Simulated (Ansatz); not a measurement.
C$_{2}$H$_{3}$F$_{3}$ (SMILES FCC(F)F)

Input file:

```
crystal:
  periodic: [false, false, false]
  atoms:
    - {symbol: F, position_ang: [-1.142800, -0.681000, 1.163100]}
    - {symbol: C, position_ang: [-0.188200, 0.195100, 0.711800]}
    - {symbol: C, position_ang: [0.172900, -0.152400, -0.711300]}
    - {symbol: F, position_ang: [0.824200, -1.335800, -0.756500]}
    - {symbol: F, position_ang: [1.011700, 0.803600, -1.182200]}
    - {symbol: H, position_ang: [0.701700, 0.118900, 1.342500]}
    - {symbol: H, position_ang: [-0.588500, 1.211500, 0.747300]}
    - {symbol: H, position_ang: [-0.698800, -0.217000, -1.370500]}
basis:
  gaussian:
    orbitals: def2-SVP
hamiltonian:
  xc: hf
accuracy: high
output:
  forces: true
  orbitals: {seedname: orbitals}
```

Run with:

```sh
ansatz run job.yaml --threads 1 --pin off --max-ram 2610MiB --events-out events.jsonl --progress --plain --runs-dir runs
```

Geometry: PBE0-D4/def2-TZVP.

These are results of isolated molecule in a Gaussian basis; Hartree-Fock in Ansatz, not measurements.

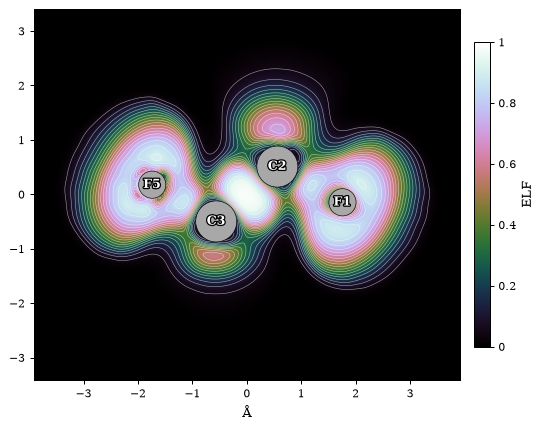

Figure 1. ELF on the plane of atoms C2, C3 and F5. Grey discs cover the atomic cores.

Question: Describe what can be read from this map.

Answer:
- The section cuts through F and C sites.
- C–F (1.37 Å): the ELF peaks at about 0.85 between the atoms, as expected for a polar covalent bond.
- C–C (1.51 Å): the ELF peaks at about 1 between the atoms (a covalent bond).
- The ELF also peaks beside F1 and F5, away from the bonds: lone-pair regions.

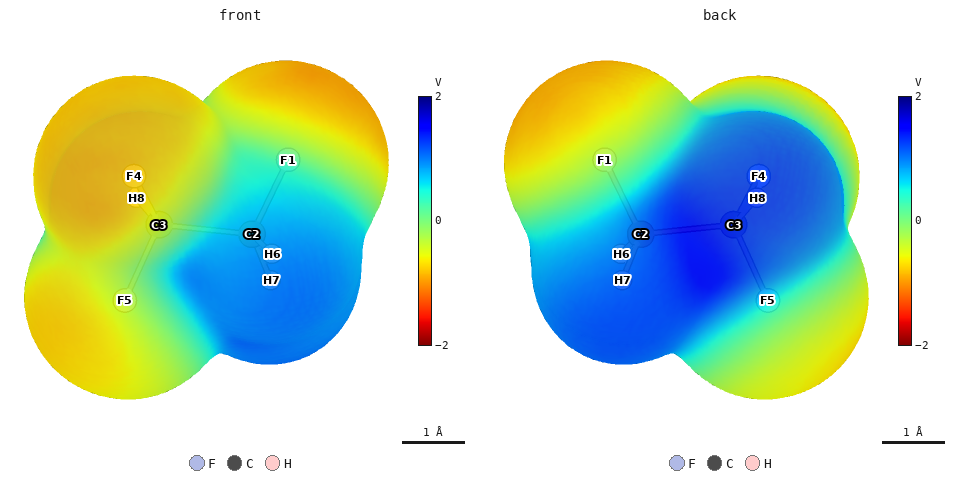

Figure 2. The molecular electrostatic potential painted on the density surface at 0.001 e/bohr³, seen from the front and from behind; red is negative and blue positive.

Question: Which sites attract a positive test charge, and which a negative one?

Answer: A positive charge is drawn to the negative regions and a negative charge to the positive ones. The most negative region (about −0.9 V) lies over F1, the most positive (about +1.5 V) over C2 and C3.

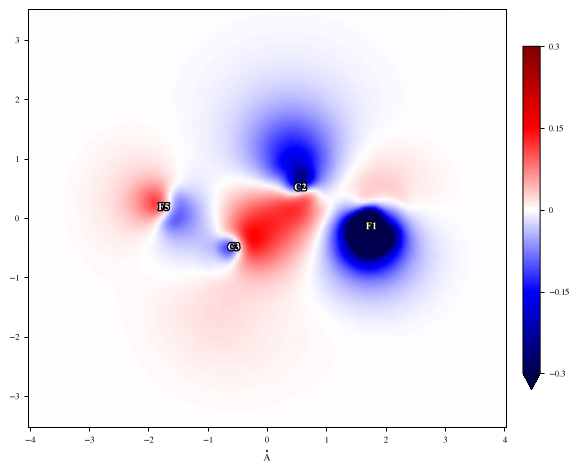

Figure 3. The HOMO−1 on the plane of atoms C2, C3 and F5 (values in Å⁻³ᐟ²; the overall sign is arbitrary).

Question: Where does this orbital lie, and at what energy?

Answer: By Hirshfeld shares it lies mainly on F1 (about 30 %), C2 (about 30 %), H7 (about 20 %) and H6 (about 10 %); π-antibonding (π*) across F1–C2. Its energy is −15.09 eV.

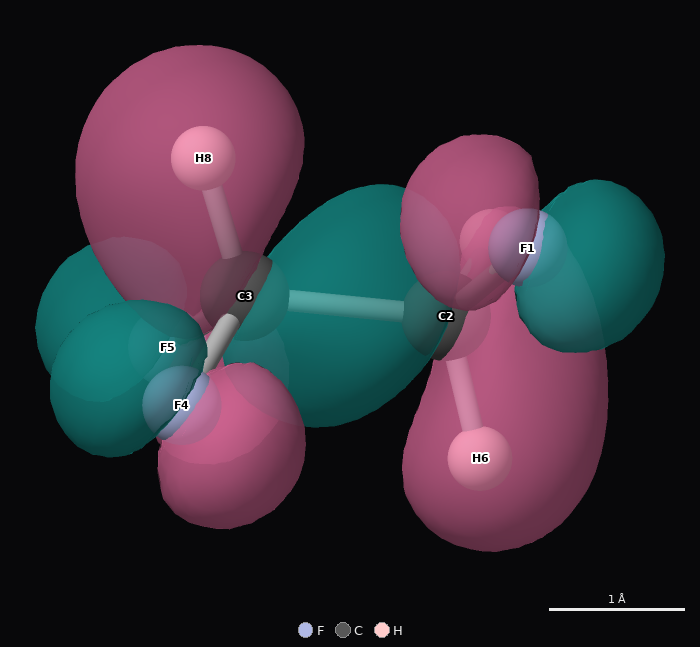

Figure 4. The HOMO at ±0.1 Å⁻³ᐟ² (teal and pink are the two phases), seen from one side.

Question: What is the character of this orbital?

Answer: It lies mainly on C3 (about 25 %), C2 (about 20 %), F1 (about 15 %), F4 (about 10 %), F5 (about 10 %) and H8 (about 10 %). Its energy is −14.23 eV.
